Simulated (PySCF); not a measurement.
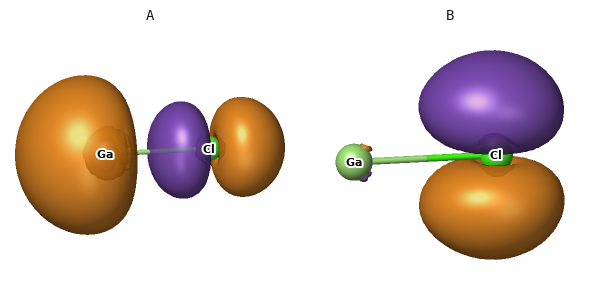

*GaCl. Two frontier orbitals, each drawn at the value that holds 80 % of its norm (orange and purple are the two phases), in no order; of a degenerate pair one member is drawn.*

Method: PySCF, PBE0/pcseg-1, non-relativistic, at a bond length of 2.246 Å.

**Name the orbitals and rank them from lowest to highest energy.**

Orbital B: π, occupied, −8.84 eV; mainly on Cl (90 %).
Orbital A: σ, occupied, −7.64 eV; shared between the atoms (Ga 65 %, Cl 35 %).
